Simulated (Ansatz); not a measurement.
| atom | x (Å) | y (Å) | z (Å) |
| --- | --- | --- | --- |
| C | -1.1065 | -2.4705 | -3.8803 |
| C | -1.9699 | -1.9398 | -3.1991 |
| In | -3.4609 | -1.0241 | -2.0196 |
| H | -0.3450 | -2.9371 | -4.4810 |
| H | -3.5351 | -1.4828 | -0.3622 |
| H | -4.4890 | 0.1118 | -2.8043 |

Geometry: PBE0-D3(BJ)/def2-SVP; core potentials replace the inner electrons of In.

Computed with isolated molecule in a Gaussian basis; Kohn-Sham density functional theory, functional PBE0 (Ansatz 0.2.0).

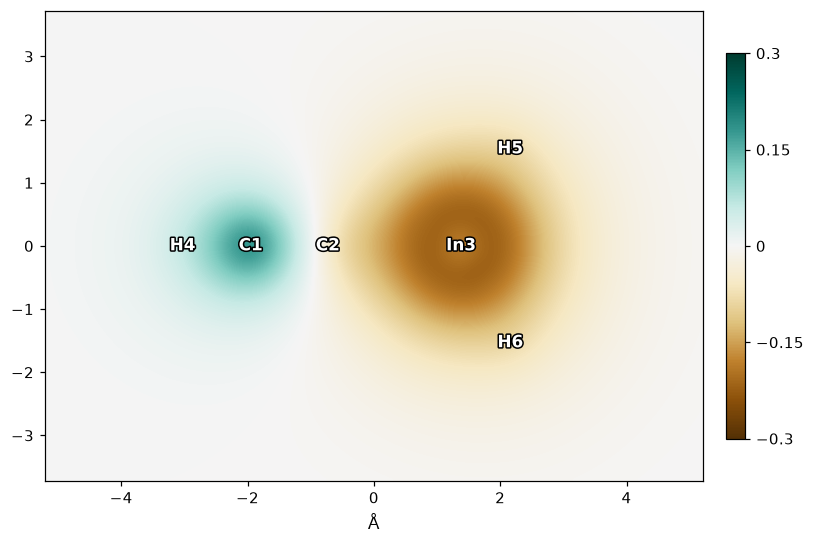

C2H3In. The LUMO on a plane 0.8 Å above the molecular plane (values in Å⁻³ᐟ²; the overall sign is arbitrary).

Question: Describe this orbital and give its energy.

Answer: Its weight (Hirshfeld) is mainly on In3 (about 75 %), C1 (about 10 %) and C2 (about 5 %); it changes sign across the molecular plane (π type). Its energy is −2.03 eV.
